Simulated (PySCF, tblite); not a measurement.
# C3H11ClSi2: geometry, infrared bands and NMR shifts

Aim: predict the infrared bands and NMR shifts of C3H11ClSi2 (`[SiH3]CC[SiH2]CCl`).

The runs use tblite 0.8.0 and PySCF 2.14.0, with density-fitted response routines of our own; the level of theory stands in each step. All values are computed, except where a source is named. Atoms are numbered from 0 throughout.

## (1) The starting structure

17 atoms, charge 0, multiplicity 1; geometry from: force field or distance geometry start.

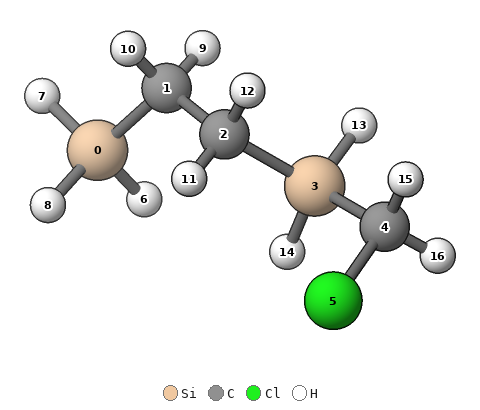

The starting geometry (silicon light orange, carbon grey, chlorine green, hydrogen white), atoms numbered.

## (2) Geometry optimisation with GFN2-xTB

What the job is given:

```
{"job": {"kind": "relax", "xc": "GFN2-xTB", "basis": "xTB"}, "charge": 0, "multiplicity": 1}
Si    -2.547200     0.788400    -0.091400
C     -1.258800    -0.056200    -1.149800
C      0.231300     0.180600    -0.781900
Si     0.906900    -0.698100     0.721400
C      2.732000    -0.499500     0.904900
Cl     3.122400     1.223000     1.102500
H     -2.521700     0.266700     1.292200
H     -3.895900     0.544100    -0.658600
H     -2.300600     2.250900    -0.064000
H     -1.468000    -1.138400    -1.147900
H     -1.412200     0.291000    -2.168900
H      0.405100     1.256300    -0.675300
H      0.823200    -0.149100    -1.626400
H      0.590900    -2.151500     0.591400
H      0.198200    -0.213900     1.946600
H      3.263300    -0.853200     0.024000
H      3.124100    -1.029000     1.771300
```

Run with:

```
OMP_NUM_THREADS=1 python probes_run.py task.json out
```

This one command runs all jobs of the session in turn.

What it wrote:

```text
step      E/eV     max force
  0    -544.66850    2.437
  1    -544.76831    0.940
  2    -544.78960    0.271
  3    -544.79740    0.268
  4    -544.80361    0.191
  5    -544.80708    0.108
  6    -544.80903    0.102
  7    -544.80999    0.068
  8    -544.81064    0.064
  9    -544.81132    0.074
 10    -544.81204    0.073
 11    -544.81278    0.085
 12    -544.81338    0.068
 13    -544.81376    0.038
 14    -544.81400    0.039
 15    -544.81422    0.048
 16    -544.81448    0.062
 17    -544.81477    0.052
 18    -544.81504    0.049
 19    -544.81530    0.044
 20    -544.81558    0.052
 21    -544.81589    0.046
 22    -544.81617    0.037
 23    -544.81638    0.034
 24    -544.81655    0.032
 25    -544.81672    0.033
 26    -544.81690    0.035
 27    -544.81703    0.030
 28    -544.81709    0.016
 29    -544.81714    0.017
 30    -544.81719    0.023
 31    -544.81724    0.022
 32    -544.81728    0.015
 33    -544.81730    0.013
 34    -544.81733    0.015
 35    -544.81735    0.016
 36    -544.81737    0.013
 37    -544.81739    0.014
 38    -544.81741    0.014
 39    -544.81744    0.024
 40    -544.81748    0.026
 41    -544.81753    0.017
 42    -544.81756    0.017
 43    -544.81760    0.017
 44    -544.81764    0.021
 45    -544.81768    0.017
 46    -544.81773    0.020
 47    -544.81777    0.022
 48    -544.81781    0.022
 49    -544.81787    0.026
 50    -544.81792    0.016
 51    -544.81795    0.012
 52    -544.81797    0.010
```

It took 0.64 s on 1 thread of Arm Neoverse N1, shared host; peak memory 0.18 GiB.

Step by step: (not every step is listed)

```
step  energy from step 0 (eV)  largest force (eV/Å)
   0                   0.0000                2.4369
   1                  -0.0998                0.9400
   2                  -0.1211                0.2711
   3                  -0.1289                0.2680
   4                  -0.1351                0.1915
   5                  -0.1386                0.1082
   6                  -0.1405                0.1017
   7                  -0.1415                0.0682
   8                  -0.1421                0.0637
  11                  -0.1443                0.0849
  14                  -0.1455                0.0391
  17                  -0.1463                0.0524
  20                  -0.1471                0.0522
  23                  -0.1479                0.0341
  26                  -0.1484                0.0347
  29                  -0.1486                0.0166
  32                  -0.1488                0.0152
  35                  -0.1489                0.0164
  38                  -0.1489                0.0142
  41                  -0.1490                0.0170
  44                  -0.1491                0.0208
  47                  -0.1493                0.0225
  48                  -0.1493                0.0224
  49                  -0.1494                0.0257
  50                  -0.1494                0.0165
  51                  -0.1495                0.0122
  52                  -0.1495                0.0096
```

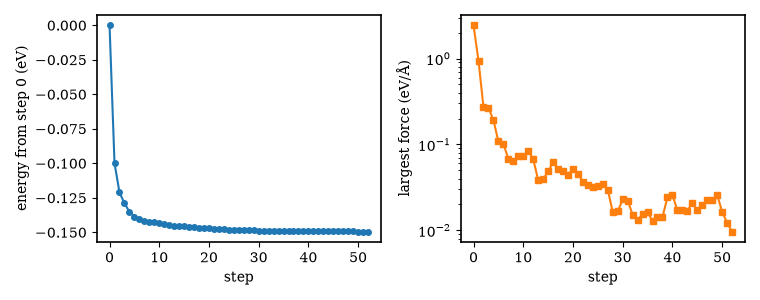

Energy and force, step by step.

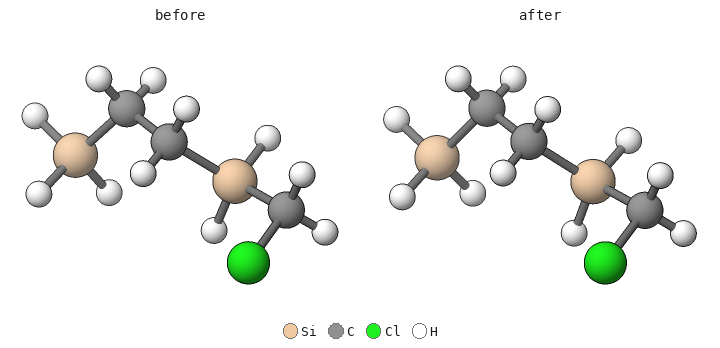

The geometry before (left) and after (right).

Distances of close pairs at the start and the end, largest changes first:

| bond | before (Å) | after (Å) | change (Å) |
| --- | --- | --- | --- |
| Si3–C4 | 1.845 | 1.914 | +0.069 |
| Si3–H14 | 1.496 | 1.463 | -0.033 |
| Si0–C1 | 1.869 | 1.901 | +0.032 |
| C2–Si3 | 1.868 | 1.898 | +0.030 |
| C1–C2 | 1.553 | 1.530 | -0.023 |
| Si3–H13 | 1.493 | 1.470 | -0.023 |
| Si0–H8 | 1.483 | 1.464 | -0.019 |
| Si0–H7 | 1.483 | 1.465 | -0.018 |

The next job starts from the end point, and lists it.

## (3) Vibrational analysis with GFN2-xTB

What the job is given:

```
{"job": {"kind": "ir", "xc": "GFN2-xTB", "basis": "xTB"}, "charge": 0, "multiplicity": 1}
Si    -2.509503     0.790026    -0.054692
C     -1.242998    -0.060160    -1.188658
C      0.221195     0.171488    -0.811936
Si     0.795416    -0.728196     0.757703
C      2.690349    -0.492486     0.893825
Cl     3.046814     1.244406     1.084818
H     -2.446911     0.226154     1.293922
H     -3.845655     0.564609    -0.612004
H     -2.234323     2.227617    -0.012840
H     -1.439592    -1.133741    -1.219452
H     -1.403583     0.306613    -2.206600
H      0.399409     1.244117    -0.706439
H      0.853808    -0.159637    -1.642790
H      0.566141    -2.176880     0.655994
H      0.199755    -0.195058     1.983359
H      3.233187    -0.825693     0.012692
H      3.109491    -0.991150     1.763187
```

What it wrote:

```text
mode    cm-1     km/mol
  1      19.7      0.57
  2      51.5      1.30
  3      71.6      0.32
  4     122.7      0.04
  5     125.1      0.28
  6     187.2      1.81
  7     220.9      2.05
  8     326.8      2.63
  9     449.7     38.99
 10     501.4     25.31
 11     547.4     67.11
 12     564.0      8.95
 13     630.9     48.16
 14     681.4     36.73
 15     695.0     28.38
 16     707.2     84.90
 17     754.4    140.74
 18     763.3    389.12
 19     769.7     24.39
 20     781.5    230.53
 21     787.3    232.42
 22     793.8     24.03
 23     804.0    307.43
 24     830.4     33.99
 25    1081.5     12.61
 26    1086.2     30.44
 27    1095.3      7.38
 28    1164.8      2.73
 29    1191.7      0.35
 30    1289.9      4.23
 31    1306.9      5.70
 32    1440.2      7.28
 33    1471.3      1.58
 34    1490.7      1.04
 35    2211.0    314.20
 36    2251.7    413.98
 37    2259.4    331.85
 38    2263.0     41.63
 39    2276.4    362.40
 40    2923.6     44.83
 41    2943.6     50.22
 42    2967.3     29.90
 43    2973.6     48.94
 44    2998.6      9.38
 45    3008.9      7.04
```

Run time: 1.1 s. Hardware: 1 thread of Arm Neoverse N1, shared host; peak memory 0.18 GiB.

The strongest bands and the atoms that carry them (share of the mass-weighted mode):

```csv
cm⁻¹,km/mol,atoms
763,389.1,"H14 25 %, H13 25 %, Si3 21 %, C4 13 %"
782,230.5,"H8 47 %, H7 30 %"
787,232.4,"H6 41 %, H8 32 %, H7 12 %"
804,307.4,"H6 32 %, H7 32 %"
2211,314.2,H13 96 %
2252,414.0,H7 88 %
2259,331.9,H8 92 %
2276,362.4,"H14 55 %, H6 41 %"
```

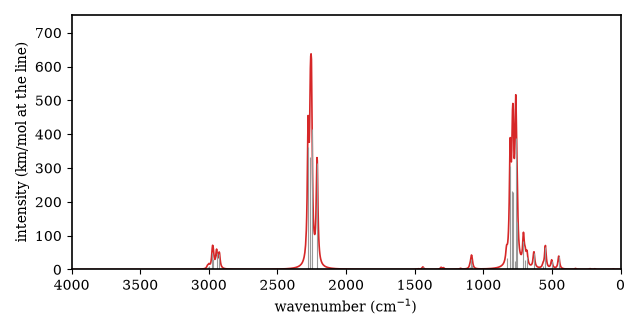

The infrared spectrum from these modes, unscaled. Lines are broadened to a width of 14 cm⁻¹ (Lorentzian).

## (4) NMR shieldings: PBE0/pcSseg-1

Same as in step 3 but for these lines:

```diff
@@ -1,2 +1,2 @@
-{"job": {"kind": "ir", "xc": "GFN2-xTB", "basis": "xTB"}, "charge": 0, "multiplicity": 1}
+{"job": {"kind": "nmr", "xc": "PBE0", "basis": "pcSseg-1"}, "charge": 0, "multiplicity": 1}
 Si    -2.509503     0.790026    -0.054692
```

Method: GIAO PBE0/pcSseg-1 NMR shielding, non-relativistic, gas phase.

What it wrote:

```text
coarse grid: 14952 points
cycle   1  E = -1159.4436544747  dE =  1.583e-01  |g| = 3.683e-01  |ddm| = 3.539e+00
cycle   2  E = -1159.4332566946  dE =  1.040e-02  |g| = 4.203e-01  |ddm| = 7.484e-01
cycle   3  E = -1159.4794164025  dE = -4.616e-02  |g| = 5.027e-02  |ddm| = 4.313e-01
cycle   4  E = -1159.4800404541  dE = -6.241e-04  |g| = 1.659e-02  |ddm| = 6.721e-02
cycle   5  E = -1159.4801013998  dE = -6.095e-05  |g| = 4.545e-03  |ddm| = 1.865e-02
cycle   6  E = -1159.4801060767  dE = -4.677e-06  |g| = 1.793e-03  |ddm| = 5.503e-03
final grid: 128320 points
cycle   7  E = -1159.5136596248  dE = -2.402e-05  |g| = 8.438e-03  |ddm| = 2.083e-02
cycle   8  E = -1159.5136469675  dE =  1.266e-05  |g| = 1.083e-02  |ddm| = 1.605e-02
cycle   9  E = -1159.5136775262  dE = -3.056e-05  |g| = 6.425e-04  |ddm| = 9.349e-03
cycle  10  E = -1159.5136775914  dE = -6.522e-08  |g| = 1.590e-04  |ddm| = 7.895e-04
cycle  11  E = -1159.5136775972  dE = -5.720e-09  |g| = 5.732e-05  |ddm| = 2.137e-04
cycle  12  E = -1159.5136775980  dE = -8.245e-10  |g| = 1.351e-05  |ddm| = 5.791e-05
converged SCF energy = -1159.5136775980

GIAO shielding tensors (ppm)
atom      isotropic    diamagn.    paramagn.     s11        s22        s33       span
  0 Si     420.788     879.161    -458.373    386.781    409.985    465.598     78.816
  1 C      181.473     249.606     -68.133    171.002    179.675    193.743     22.741
  2 C      178.135     253.099     -74.964    165.981    173.337    195.087     29.106
  3 Si     387.545     880.251    -492.705    350.914    388.317    423.405     72.491
  4 C      155.781     252.392     -96.611    134.572    143.384    189.388     54.816
  5 Cl     927.267    1146.599    -219.332    818.081    865.518   1098.203    280.123
  6 H       27.776      29.015      -1.239     23.819     27.464     32.046      8.227
  7 H       27.856      28.212      -0.356     24.380     25.353     33.833      9.452
  8 H       27.946      28.837      -0.892     24.776     26.292     32.770      7.995
  9 H       30.883      31.027      -0.143     25.833     29.806     37.011     11.178
 10 H       30.383      29.692       0.691     24.326     28.717     38.106     13.780
 11 H       30.271      32.408      -2.137     24.756     30.810     35.247     10.491
 12 H       30.427      32.052      -1.625     23.878     30.359     37.045     13.166
 13 H       27.556      30.151      -2.595     23.767     26.204     32.697      8.930
 14 H       27.398      29.855      -2.457     23.261     27.277     31.657      8.396
 15 H       28.846      30.103      -1.256     23.733     27.284     35.522     11.789
 16 H       28.694      28.777      -0.083     22.553     27.513     36.015     13.462
```

It took 55 s on 1 thread of Arm Neoverse N1, shared host; peak memory 0.82 GiB.

Shifts follow as δ = σ(reference) − σ, with reference shieldings (ppm) from runs at the same level and on the same kind of geometry: ¹H TMS 31.72, ¹³C TMS 186.9, ²⁹Si TMS 349.2, ³⁵Cl HCl 950. The references are single molecules in the gas phase. Atoms listed in one row are averaged.

```
     atoms                                 environment  σ (ppm)  δ (ppm)  δ scaled to CDCl3
        C4                 sp3 CH2 bonded to Cl and Si    155.8     31.1               28.5
        C2                        sp3 CH2 bonded to Si    178.1      8.8                6.7
        C1                        sp3 CH2 bonded to Si    181.5      5.5                3.4
  H13, H14         hydrogen on a silicon bonded to 2 C    27.48     4.24                  –
H6, H7, H8           hydrogen on a silicon bonded to C    27.86     3.86                  –
  H15, H16  hydrogen on an sp3 CH2 bonded to Cl and Si    28.77     2.95               2.88
  H11, H12         hydrogen on an sp3 CH2 bonded to Si    30.35     1.37               1.39
   H9, H10         hydrogen on an sp3 CH2 bonded to Si    30.63     1.08               1.13
       Si3                  silicon bonded to 2 C, 2 H    387.5    -38.4                  –
       Si0                    silicon bonded to C, 3 H    420.8    -71.6                  –
       Cl5                        chlorine bonded to C      927       23                  –
```

The scaled column applies a straight-line fit of computed shieldings to shifts measured in CDCl3, with any fitted terms for Cl, Br or S neighbours (root-mean-square error 0.16 ppm for H, 1.9 ppm for C).

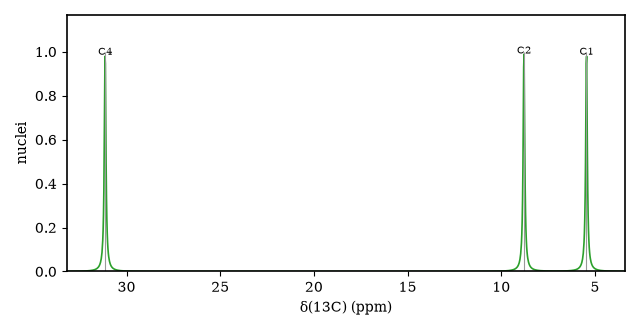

¹³C lines at the computed shifts, without couplings. Lines are broadened to a width of 0.10 ppm (Lorentzian).

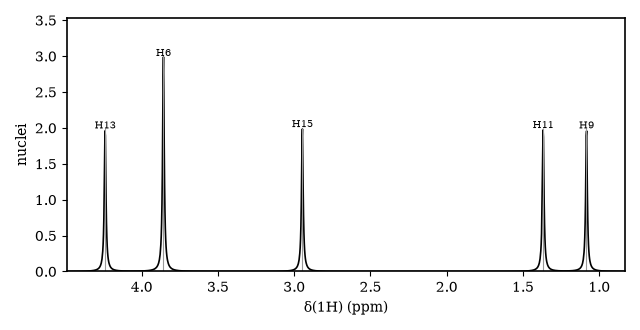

¹H lines at the computed shifts, without couplings. Lines are broadened to a width of 0.01 ppm (Lorentzian).

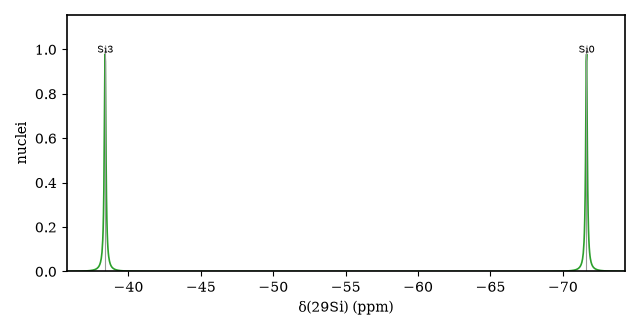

²⁹Si lines at the computed shifts, without couplings. Lines are broadened to a width of 0.13 ppm (Lorentzian).

The run also stored atomic charges by several schemes (e):

| atoms | Mulliken | IAO | Hirshfeld | ESP fit |
| --- | --- | --- | --- | --- |
| Si0 | 0.49 | 0.60 | 0.31 | 0.37 |
| C1 | -0.53 | -0.53 | -0.15 | -0.23 |
| C2 | -0.53 | -0.53 | -0.16 | -0.19 |
| Si3 | 0.67 | 0.76 | 0.33 | 0.53 |
| C4 | -0.50 | -0.52 | -0.13 | -0.58 |
| Cl5 | -0.17 | -0.11 | -0.07 | -0.12 |

IAO charges:

Si0 0.60; C1 -0.53; C2 -0.53; Si3 0.76; C4 -0.52; Cl5 -0.11; H6 -0.12; H7 -0.12; H8 -0.12; H9 0.14; H10 0.15; H11 0.15; H12 0.15; H13 -0.13; H14 -0.11; H15 0.17; H16 0.17

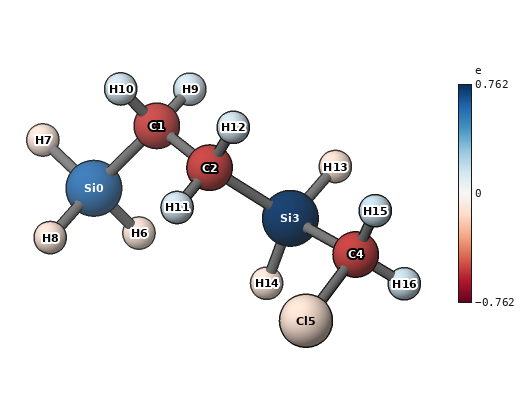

IAO charges, as colours on the atoms.

Mayer bond orders: Si0–C1 0.92, C1–C2 1.03, C2–Si3 0.93, Si3–C4 0.85, C4–Cl5 0.95.

Orbitals, density, ELF and potential are computed afterwards from the orbital file.

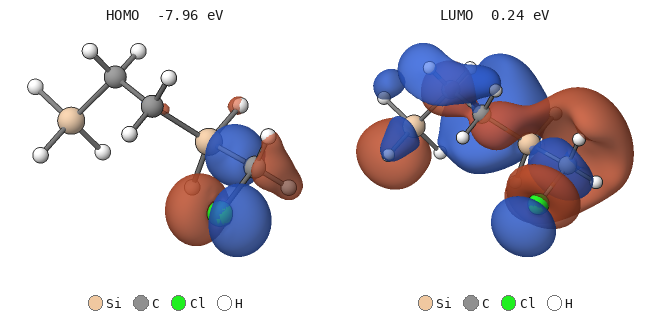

PBE0/pcSseg-1 orbitals near the gap, drawn at the value that encloses 70 % of each; the two colours are the two signs.

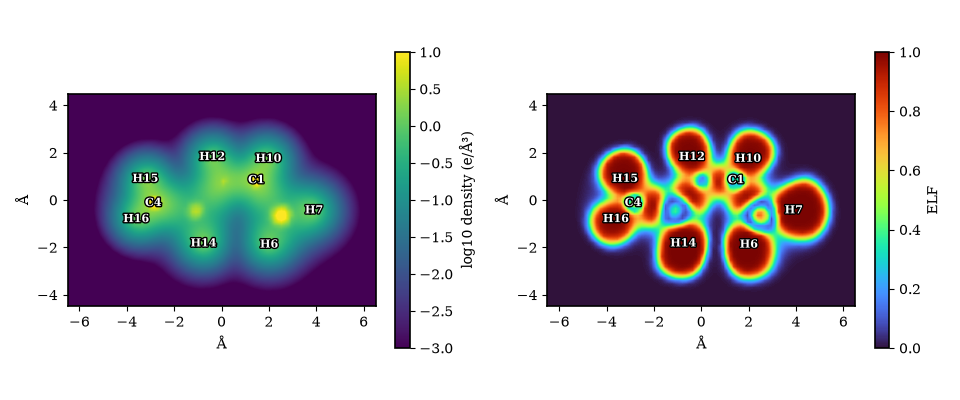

Density (left) and ELF (right) in a plane through or near 9 of the atoms.

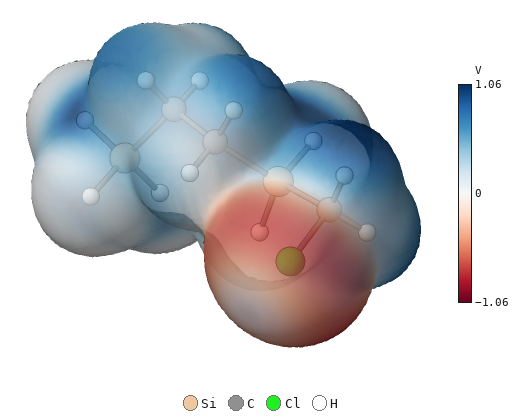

Electrostatic potential on the surface of density 0.002 e/bohr³; red is low, blue high. It runs from -0.76 V near Cl5 to 1.06 V near H15.

## (5) Summary of results

| quantity | value |
| --- | --- |
| strongest single infrared mode (GFN2-xTB) | 2252 cm⁻¹, 414 km/mol |
| zero-point energy (GFN2-xTB) | 77.0 kcal/mol |
| ¹³C shifts against TMS (PBE0/pcSseg-1) | 31.1, 8.8, 5.5 ppm |
| ¹H shifts against TMS (PBE0/pcSseg-1, means over atoms taken as alike) | 4.24, 3.86, 2.95, 1.37, 1.08 ppm |
| ²⁹Si shifts against TMS (PBE0/pcSseg-1) | -38.4, -71.6 ppm |
| ³⁵Cl shifts against HCl (PBE0/pcSseg-1) | 23 ppm |
| surface potential, least and greatest | -0.76 V and 1.06 V |

**Reading.** Over 52 steps the energy fell by 0.149 eV; of the close pairs, Si3–C4 changed most, 1.845 to 1.914 Å. All 45 modes are real, so the xTB geometry is a minimum. The strongest single mode, at 2252 cm⁻¹, moves mainly H7. Unscaled tight-binding wavenumbers are off by several per cent, some by more. Its intensities can rank the bands wrongly. C4 (sp3 CH2 bonded to Cl and Si) lies farthest downfield among carbon, at 31.1 ppm; deshielded by the electronegative neighbour. At PBE0/pcSseg-1: The widest tensor belongs to Cl5: span 280 ppm, with a paramagnetic part of -219 ppm.
